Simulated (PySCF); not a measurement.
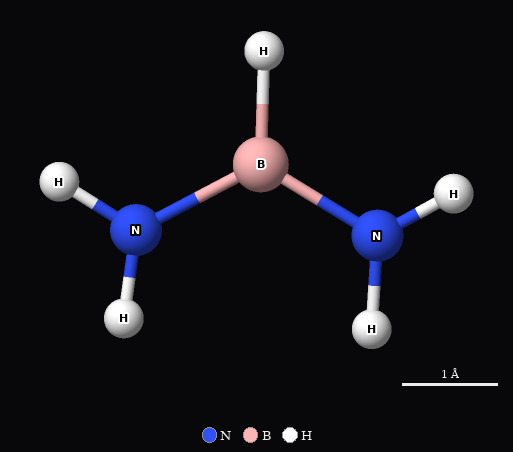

*The starting structure (ball-and-stick view, seen on its broad side).*

**Geometry relaxation of BN2H5**

- system: BN2H5 (diaminoborane), SMILES NBN
- method: PBE0-D3(BJ)/def2-SVP geometry optimisation, gas phase (PySCF 2.14.0)

Log
```
step   0  E = -137.15645093  max force = 0.126246
step   1  E = -137.17933856  max force = 0.006868
step   2  E = -137.17980371  max force = 0.003068
step   3  E = -137.17995869  max force = 0.002038
step   4  E = -137.17993342  max force = 0.003044
step   5  E = -137.17999062  max force = 0.001091
step   6  E = -137.18000273  max force = 0.000759
step   7  E = -137.18001332  max force = 0.000594
step   8  E = -137.18001988  max force = 0.000389
optimisation converged
```

Trajectory as extended XYZ (Å, eV, eV/Å), 9 frames, from step=0 to step=8
```
8
Properties=species:S:1:pos:R:3:forces:R:3 step=0 energy=-3732.21713
N     1.2682   -0.3122    0.0680   -5.1751   4.0360   1.3797
B    -0.0050    0.4683    0.1979    1.0599  -2.2573  -0.7593
N    -1.2702   -0.1055   -0.1892    6.4918  -1.2436   0.2947
H     1.3476   -1.1638   -0.3202    0.2016  -3.8207  -1.7337
H     2.1010    0.1130    0.2589    2.7060   1.3895   0.6646
H     0.0228    1.5856    0.6288    0.1174   0.2512   0.1241
H    -1.2615   -1.0357   -0.5319   -0.6307  -0.7826  -0.3682
H    -2.0465    0.3835   -0.0897   -4.7709   2.4275   0.3982
8
Properties=species:S:1:pos:R:3:forces:R:3 step=1 energy=-3732.83994
N     1.2576   -0.2656    0.0844   -0.1166   0.0801  -0.0691
B     0.0284    0.4201    0.1793    0.1875  -0.1807  -0.0045
N    -1.2117   -0.1409   -0.1914   -0.0982   0.3531   0.1141
H     1.3274   -1.1834   -0.3339    0.2323   0.0155   0.0628
H     2.1310    0.1964    0.2973   -0.0411  -0.2083  -0.0639
H     0.0493    1.5483    0.6147   -0.0851   0.0994   0.0284
H    -1.3869   -1.0647   -0.5582    0.0764  -0.0273   0.0007
H    -2.0387    0.4230   -0.0695   -0.1553  -0.1319  -0.0686
8
Properties=species:S:1:pos:R:3:forces:R:3 step=2 energy=-3732.85259
N     1.2470   -0.2774    0.0669    0.1294   0.0367  -0.0522
B     0.0252    0.4218    0.1770   -0.0673   0.0165   0.0281
N    -1.2298   -0.1138   -0.1840    0.0746   0.0899   0.0421
H     1.3749   -1.2015   -0.3268   -0.1011   0.0749   0.0441
H     2.1174    0.1825    0.2921   -0.0171  -0.0564   0.0059
H     0.0537    1.5521    0.6188    0.0248   0.0044   0.0007
H    -1.3488   -1.0474   -0.5504   -0.1363  -0.0081  -0.0189
H    -2.0833    0.4170   -0.0711    0.0930  -0.1578  -0.0497
8
Properties=species:S:1:pos:R:3:forces:R:3 step=3 energy=-3732.85681
N     1.2454   -0.2703    0.0658    0.0532   0.0954  -0.0231
B     0.0281    0.4365    0.1828   -0.0110  -0.1008  -0.0165
N    -1.2179   -0.1176   -0.1833   -0.0229   0.1048   0.0380
H     1.3391   -1.1963   -0.3291   -0.0227   0.0106   0.0231
H     2.1276    0.1652    0.2886    0.0066  -0.0303   0.0106
H     0.0532    1.5676    0.6245    0.0042  -0.0290  -0.0116
H    -1.3409   -1.0506   -0.5513   -0.0206  -0.0029  -0.0029
H    -2.0782    0.3988   -0.0755    0.0133  -0.0478  -0.0176
8
Properties=species:S:1:pos:R:3:forces:R:3 step=4 energy=-3732.85612
N     1.2575   -0.2631    0.0638   -0.1566  -0.0365  -0.0823
B     0.0301    0.4262    0.1785    0.0321   0.1106   0.0617
N    -1.2227   -0.1168   -0.1821    0.0702  -0.0729  -0.0185
H     1.3402   -1.1911   -0.3261    0.0665  -0.0498   0.0057
H     2.1406    0.1665    0.2920   -0.0141   0.0008   0.0135
H     0.0538    1.5563    0.6201   -0.0111   0.0146   0.0061
H    -1.3638   -1.0467   -0.5524    0.0281  -0.0121  -0.0013
H    -2.0794    0.4019   -0.0711   -0.0152   0.0452   0.0151
8
Properties=species:S:1:pos:R:3:forces:R:3 step=5 energy=-3732.85768
N     1.2513   -0.2654    0.0615   -0.0317  -0.0025  -0.0561
B     0.0296    0.4319    0.1805    0.0079   0.0271   0.0264
N    -1.2199   -0.1160   -0.1815   -0.0015  -0.0220  -0.0066
H     1.3383   -1.1942   -0.3272    0.0167  -0.0181   0.0125
H     2.1350    0.1631    0.2900   -0.0014  -0.0011   0.0155
H     0.0545    1.5619    0.6226   -0.0026   0.0012   0.0014
H    -1.3529   -1.0472   -0.5515    0.0151  -0.0021   0.0012
H    -2.0795    0.3992   -0.0718   -0.0024   0.0175   0.0056
8
Properties=species:S:1:pos:R:3:forces:R:3 step=6 energy=-3732.85801
N     1.2495   -0.2657    0.0559    0.0063   0.0121  -0.0390
B     0.0297    0.4340    0.1803    0.0000  -0.0055   0.0126
N    -1.2199   -0.1147   -0.1801   -0.0092  -0.0096  -0.0022
H     1.3377   -1.1969   -0.3272   -0.0037  -0.0062   0.0115
H     2.1332    0.1600    0.2897   -0.0010  -0.0013   0.0135
H     0.0563    1.5633    0.6239    0.0014  -0.0005  -0.0001
H    -1.3499   -1.0461   -0.5507    0.0050   0.0025   0.0015
H    -2.0803    0.3992   -0.0691    0.0013   0.0084   0.0023
8
Properties=species:S:1:pos:R:3:forces:R:3 step=7 energy=-3732.85830
N     1.2488   -0.2649    0.0453    0.0305   0.0126  -0.0188
B     0.0305    0.4353    0.1793   -0.0068  -0.0178   0.0016
N    -1.2204   -0.1128   -0.1771   -0.0113  -0.0035   0.0014
H     1.3357   -1.2005   -0.3273   -0.0137   0.0017   0.0067
H     2.1325    0.1551    0.2896   -0.0011  -0.0008   0.0083
H     0.0598    1.5635    0.6252    0.0028   0.0000  -0.0003
H    -1.3501   -1.0436   -0.5495   -0.0015   0.0045   0.0010
H    -2.0805    0.4010   -0.0630    0.0012   0.0034   0.0001
8
Properties=species:S:1:pos:R:3:forces:R:3 step=8 energy=-3732.85847
N     1.2497   -0.2633    0.0315    0.0200   0.0043   0.0006
B     0.0321    0.4355    0.1777   -0.0052  -0.0127  -0.0046
N    -1.2215   -0.1108   -0.1726   -0.0042   0.0001   0.0051
H     1.3318   -1.2044   -0.3281   -0.0088   0.0037  -0.0004
H     2.1333    0.1487    0.2893   -0.0004   0.0002   0.0009
H     0.0648    1.5625    0.6264    0.0018   0.0000  -0.0003
H    -1.3541   -1.0400   -0.5476   -0.0035   0.0037  -0.0002
H    -2.0798    0.4049   -0.0540    0.0003   0.0005  -0.0012
```

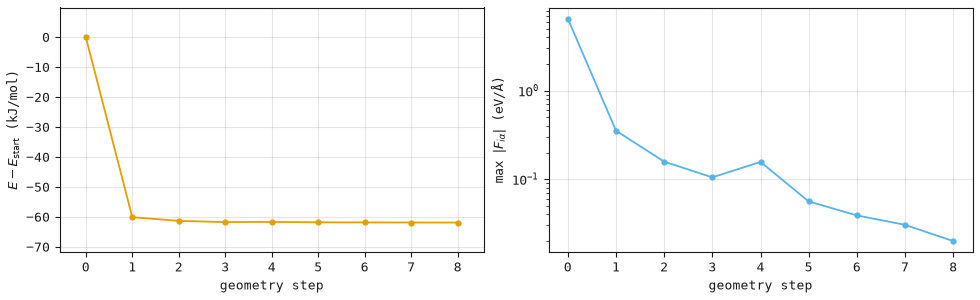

*Progress of the relaxation, step by step (steps are counted from 0).*

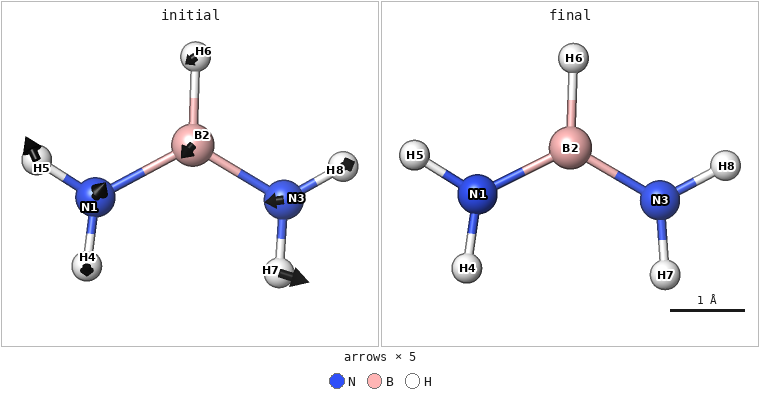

*Before (left) and after (right) the relaxation, at one scale (ball-and-stick view, seen on its broad side). The black arrows give the displacements, magnified 5 times.*

After 8 geometry steps the energy has fallen by 61.9 kJ/mol. Largest force component: 6.5 eV/Å at the start, 0.02 eV/Å at the end. The atom that moves furthest after the best rigid fit is H7 (0.087 Å). Largest moves by element: H 0.087 Å, N 0.064 Å, B 0.051 Å. Among the contacts that change: N1–B2 1.499 → 1.412 Å, N3–H8 0.923 → 1.008 Å, N1–H4 0.939 → 1.011 Å, N1–H5 0.954 → 1.008 Å. Among the angles that change: H7–N3–H8 122.8° → 113.7°, B2–N3–H7 117.3° → 124.4°, B2–N1–H5 119.5° → 121.8°. (Atoms are counted from 1 in the order of the input.)

The run was set up as follows.

Input file
```
{"job": {"xc": "PBE0", "basis": "def2-SVP", "d3": "d3bj", "grid": 1, "shake": 0.03, "kind": "geom"}, "charge": 0, "multiplicity": 1}
N      1.268200    -0.312170     0.068030
B     -0.005020     0.468340     0.197920
N     -1.270200    -0.105540    -0.189220
H      1.347620    -1.163790    -0.320190
H      2.100980     0.112960     0.258880
H      0.022780     1.585640     0.628760
H     -1.261490    -1.035720    -0.531870
H     -2.046520     0.383450    -0.089660
```

The first line tells a small driver script what to run in PySCF; the rest is the geometry in Å.

Launched with:
```bash
OMP_NUM_THREADS=1 python <driver script> task.json out
```

Key numbers

```json
{"quantity": "outcome", "value": "converged"}
{"quantity": "total energy", "value": "−137.180020 hartree"}
{"quantity": "dipole moment", "value": "1.56 D"}
{"quantity": "point group", "value": "C2v"}
{"quantity": "hardware", "value": "1 CPU thread, shared host"}
{"quantity": "wall time", "value": "9 s"}
{"quantity": "peak memory", "value": "0.28 GiB"}
```
